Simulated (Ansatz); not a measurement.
# NH3 (SMILES N) at PBE0/6-31G

Aim: the electronic atomisation energy of NH3 at PBE0/6-31G, from 3 runs. 

Program for the calculation: Ansatz 0.2.0.

48 further runs of the same task are left out: 48 set aside as unsound or not needed.

## 1. The system as given

The species is NH3 (4 atoms), meant as a singlet with charge 0. As SMILES, `N`. The coordinates come from a PBE0-D4/def2-TZVP relaxation.

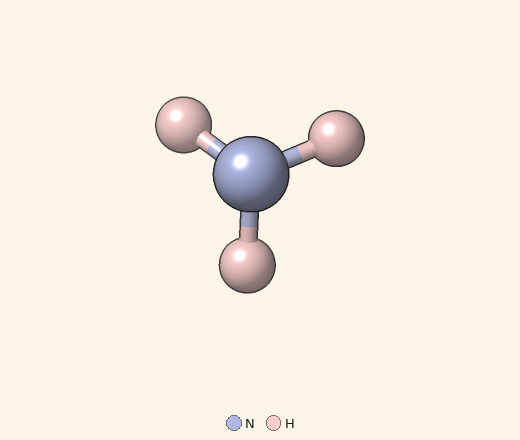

The structure, seen from a chosen angle (nitrogen light blue, hydrogen pink).

## 2. The energy at PBE0/6-31G

in.yaml

```yaml
crystal:
  periodic: [false, false, false]
  atoms:
    - {symbol: "N", position_ang: [-0.069910, 0.249470, 0.110930]}
    - {symbol: H, position_ang: [0.490470, -0.301820, 0.749180]}
    - {symbol: H, position_ang: [-0.887480, -0.301940, -0.118910]}
    - {symbol: H, position_ang: [0.466920, 0.354280, -0.741200]}
basis:
  gaussian:
    orbitals: 6-31G
total_charge: 0
hamiltonian:
  xc: pbe0
accuracy: high
```

Command:

```sh
$ ansatz run in.yaml --threads 1 --pin off --max-ram 3480MiB --events-out events.jsonl --progress --plain --runs-dir runs
```

The program printed:

```text
Warning: RAYON_NUM_THREADS=1 ignored (pool sized by the plan → 1); use --threads N
Functional definition: PBE0
  name "PBE0"
  parameter a = 0.25
  parameter kappa = 0.804
  parameter beta = 0.06672455060314922
  exchange = (1 - a)*pbe_x(kappa = kappa, mu = beta*pi^2/3) + a*exact_x
  correlation = pbe_c(beta = beta)
351 factors; integrals over basis functions are off by at most 8.1e-9 eV
mean field evaluation 1: about -1532.2220 eV, gradient 4.5e1 eV
mean field evaluation 2: about -1530.2853 eV, gradient 5.3e1 eV
mean field evaluation 4: about -1536.3047 eV, gradient 3.2e-2 eV
mean field evaluation 8: about -1536.2980 eV, gradient 4.0e-4 eV
mean field -1536.29799345 eV, -56.4579099192 hartree, gradient 3.0e-8 eV, S^2 0.000000; 0 other end points of the search recorded, 0 dependent functions left out
reference -1536.29799460 eV, -56.4579099614 hartree; 5, 5 occupied and 10, 10 virtual orbitals, 351 factors
Total energy: -1536.29799460 eV, -56.4579099614 hartree
```

Wall time 0.28 s (1 thread of Intel Xeon 6975P-C (Granite Rapids), shared host).

## 3. The H atom at the same level

run.yaml

```yaml
basis:
  gaussian: {orbitals: 6-31G}
crystal:
  periodic: [false, false, false]
  atoms:
    - {symbol: H, position_ang: [0.000000, 0.000000, 0.000000]}
magnetization: {spin_polarized: true, initial_magnetization: 1}
hamiltonian: {xc: pbe0}
accuracy: high
```

Run the same way, it converges to -0.49911 Eh (log not shown).

## 4. The N atom

job.yaml

```yaml
basis:
  gaussian: {orbitals: 6-31G}
crystal:
  periodic: [false, false, false]
  atoms:
    - {symbol: N, position_ang: [0.000000, 0.000000, 0.000000]}
magnetization: {spin_polarized: true, initial_magnetization: 3}
hamiltonian: {xc: pbe0}
accuracy: high
```

Run the same way, it converges to -54.52448 Eh (log not shown).

## 5. What came out

Level: PBE0/6-31G.

| quantity | value |
| --- | --- |
| molecule: total energy | -56.45791 Eh |
| H atom: total energy | -0.49911 Eh |
| H atom: ⟨S²⟩ | 0.750 |
| N atom: total energy | -54.52448 Eh |
| N atom: ⟨S²⟩ | 3.752 |
| electronic atomisation energy | 11.867 eV |

**Reading.** Taking the molecule apart into free atoms costs 11.87 eV (274 kcal/mol), before zero-point energy and without spin-orbit coupling. The basis has no polarisation functions, which makes bonds too weak.
